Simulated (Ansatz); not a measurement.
BH2SCl (SMILES SBCl): methods side by side

BH2SCl has 5 atoms, charge 0, and is taken as a singlet. SMILES: `SBCl`. The coordinates come from a PBE0-D4/def2-TZVP relaxation. This is one conformer, not always the lowest.

```xyz
5

S    -1.2945   -0.0088   -0.3235
B     0.4029   -0.2178    0.1647
Cl    0.8887   -1.7389    0.8689
H    -1.1576    1.2482   -0.7771
H     1.2104    0.6434    0.0257
```

Quantity: the energy change with the S1–H4 bond stretched from 1.343 to 1.679 Å, in eV. The values are calculated.

```csv
level,kind,program,value (eV),CPU time (all runs)
HF/STO-3G (restricted),Hartree–Fock,Ansatz,1.47,0.33 s
SVWN5/STO-3G (restricted),LDA,Ansatz,0.93,1.9 s
revPBE/STO-3G (restricted),GGA,Ansatz,0.85,2.7 s
r2SCAN/STO-3G (restricted),meta-GGA,Ansatz,0.99,6.6 s
r2SCAN0/STO-3G (restricted),hybrid meta-GGA,Ansatz,1.13,6.8 s
wB97X/STO-3G (restricted),range-separated hybrid,Ansatz,1.15,13 s
B2PLYP/STO-3G (restricted),double hybrid,Ansatz,1.07,4 s
MP2/STO-3G (restricted),perturbation theory,Ansatz,1.15,0.37 s
CCSD/STO-3G (restricted),coupled cluster or CI,Ansatz,0.92,0.47 s
CCSDTQ/STO-3G (restricted),coupled cluster or CI,Ansatz,0.91,18 s
```

The first shape isn't each level's own minimum. The values span 0.85 to 1.47 eV. All rows use very small basis sets, so even the best lies far from the true value. Times are those of the runs behind each value, whatever else they computed, on shared processors of several kinds: orders of magnitude only.

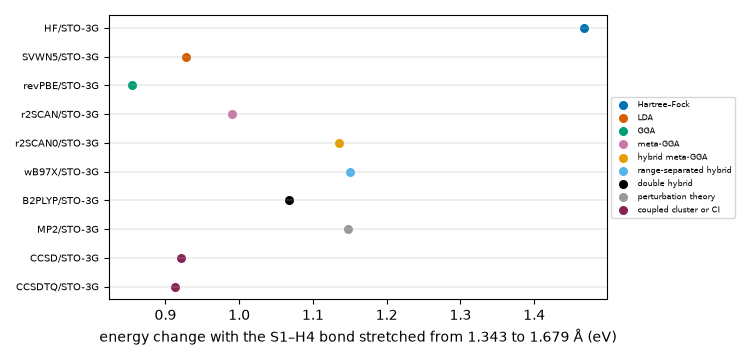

The values of the table, level by level.
